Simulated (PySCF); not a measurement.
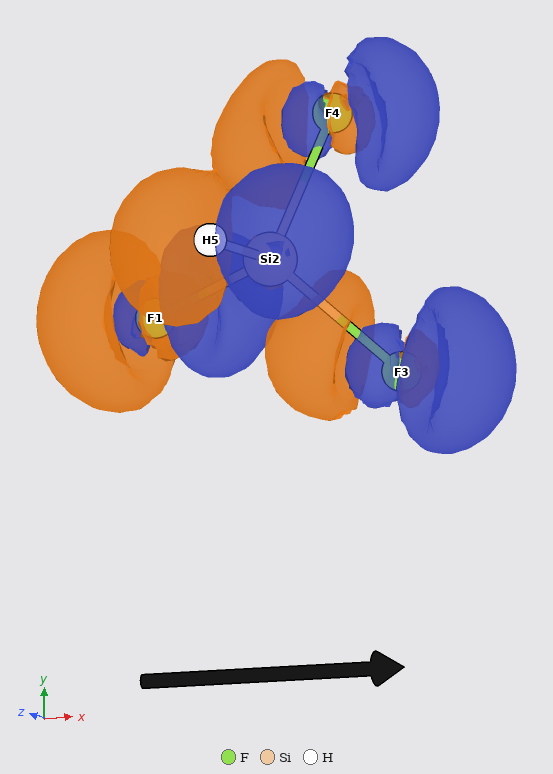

Figure. F3HSi, SMILES `F[SiH](F)F`. Change of the electron density in a uniform field of 0.41 V/Å along +x (arrow), surfaces at ±0.003 e/Å³ (orange: gain, blue: loss).

Method: CAM-B3LYP/def2-TZVP; geometry: GFN2-xTB; program: PySCF. No frequency check shows the geometry to be a minimum. A basis without diffuse functions makes polarisabilities too small.

Input script:

```python
import numpy as np
from pyscf import gto, scf, dft
from pyscf.scf import atom_ks, atom_hf
from scipy.linalg import block_diag

def solve(mol, dm0=None, hcore=None):
    mf = (dft.UKS if mol.spin else dft.RKS)(mol, xc='camb3lyp')
    mf.grids.level = 3
    mf = mf.density_fit(auxbasis='def2-universal-jkfit')
    mf.conv_tol, mf.max_cycle = 1e-8, 80
    if hcore is not None:
        mf.get_hcore = lambda *args: hcore
    mf.kernel(dm0)
    if not mf.converged:
        mf = mf.newton().run(mf.mo_coeff, mf.mo_occ, max_cycle=30)
    assert mf.converged, 'SCF not converged'
    return mf

mol = gto.M(atom='''
F     -1.39659    -0.39524    -0.25710
Si    -0.00002     0.00000     0.36760
F      1.04061    -1.01184    -0.25710
F      0.35601     1.40709    -0.25710
H      0.00009    -0.00001     1.79541
''', basis='def2-tzvp', charge=0, spin=0, verbose=4)
field = np.array([0.008, 0.0, 0.0])  # atomic units
mol.set_common_orig(mol.atom_charges() @ mol.atom_coords() / mol.atom_charges().sum())
mf = solve(mol)
out = dict(dm0=mf.make_rdm1(), d0=mf.dip_moment(unit='AU'), e0=mf.e_tot)
for name, sign in (('p', 1), ('m', -1)):
    h = mf.get_hcore() + sign * np.einsum('x,xij->ij', field, mol.intor('int1e_r'))
    mi = solve(mol, mf.make_rdm1(), h)
    out.update({'dm' + name: mi.make_rdm1(), 'd' + name: mi.dip_moment(unit='AU'), 'e' + name: mi.e_tot})
# spherically averaged free atoms, for the promolecule
atm = atom_ks.get_atm_nrks(mol, xc='camb3lyp')
pro = block_diag(*[(atm[a[0]][2] * atm[a[0]][3]) @ atm[a[0]][2].T for a in mol._atom])
np.savez('result.npz', pro=pro, **out)
```

Command:

```sh
OMP_NUM_THREADS=1 python input.py
```

The run took 33 s on 1 thread of Arm Neoverse N1, with other jobs on the host, peak memory 0.62 GiB.

Partitions, critical points and surface values were worked out afterwards from this run's density.

> How large is the response?

The induced dipole is 0.43 D (along the field); α along this axis, from the fields in both directions, is 21 bohr³ (3.1 Å³).

> Which atoms gain and lose the most charge?

Electrons gather most on F1 (Hirshfeld charge changes by −0.014 e) and leave F3 most (+0.011 e); 0.051 electrons are displaced in all.
